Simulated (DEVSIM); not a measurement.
Device: Au/AlN/p-Si capacitor, at 400 K.

```
layer (left to right)  material  thickness (nm)  Na (cm⁻³)
---------------------  --------  --------------  ---------
1                           AlN            10.0          -
2                            Si             400     2.1e18
```

Metal gate on the left, work function 5.1 eV. Fixed charge at the semiconductor interface -2.6e11 cm⁻² (in units of +e); interface traps 4.7e10 cm⁻² eV⁻¹, uniform in energy, neutral level at 0.3 of the gap above the valence band.

The device is made up for the run: typed textbook-type constants, with dimensions and the other settings drawn at random. Values at 300 K; Nc and Nv go as T^1.5, mobilities as T to minus their exponent, the gap by Varshni's rule with the affinity fixed.

| parameter | AlN | Si |
|---|---|---|
| gap (eV) | 6.1 | 1.124 |
| affinity (eV) | 1.9 | 4.05 |
| permittivity | 8.5 | 11.7 |
| Nc (cm⁻³) | - | 2.86e19 |
| Nv (cm⁻³) | - | 3.1e19 |
| Varshni α (eV/K) | - | 0.000473 |
| Varshni β (K) | - | 636 |

Model (solved in DEVSIM): 1D Poisson equation in equilibrium, Boltzmann statistics, complete ionisation; no quantum confinement or tunnelling. Metal contacts follow the ideal Schottky-Mott rule: no Fermi-level pinning, no interface dipoles.

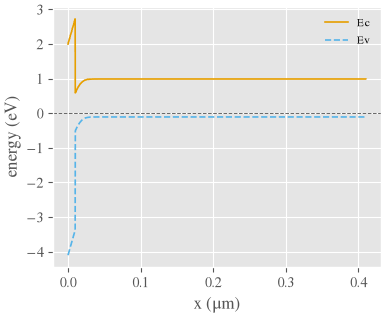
*Band edges at 1.2 V on the gate*

Energies count from the Fermi level of the right contact; mesh points crowd at the junctions.

```csv
x (μm),Ec (eV),Ev (eV),n (cm⁻³),p (cm⁻³),field (V/cm)
0.000,2.000,-4.100,< 1e2,< 1e2,730000
0.0009052,2.066,-4.034,< 1e2,< 1e2,730000
0.002449,2.179,-3.921,< 1e2,< 1e2,730000
0.004806,2.352,-3.748,< 1e2,< 1e2,730000
0.007832,2.574,-3.526,< 1e2,< 1e2,730000
0.009208,2.675,-3.425,< 1e2,< 1e2,730000
0.01008,0.587,-0.509,1.8e12,1.8e13,490000
0.01164,0.659,-0.437,2.2e11,1.5e14,440000
0.01397,0.753,-0.344,1.4e10,2.2e15,360000
0.01859,0.885,-0.211,3.1e8,1.0e17,210000
0.02672,0.976,-0.121,2.2e7,1.4e18,38000
0.04900,0.989,-0.108,1.5e7,2.1e18,48
0.08251,0.989,-0.108,1.5e7,2.1e18,≈ 0
0.1486,0.989,-0.108,1.5e7,2.1e18,≈ 0
0.2814,0.989,-0.108,1.5e7,2.1e18,≈ 0
0.3404,0.989,-0.108,1.5e7,2.1e18,≈ 0
0.3739,0.989,-0.108,1.5e7,2.1e18,≈ 0
0.3908,0.989,-0.108,1.5e7,2.1e18,≈ 0
0.4021,0.989,-0.108,1.5e7,2.1e18,≈ 0
0.4062,0.989,-0.108,1.5e7,2.1e18,≈ 0
0.4086,0.989,-0.108,1.5e7,2.1e18,≈ 0
0.4100,0.989,-0.108,1.5e7,2.1e18,≈ 0
```
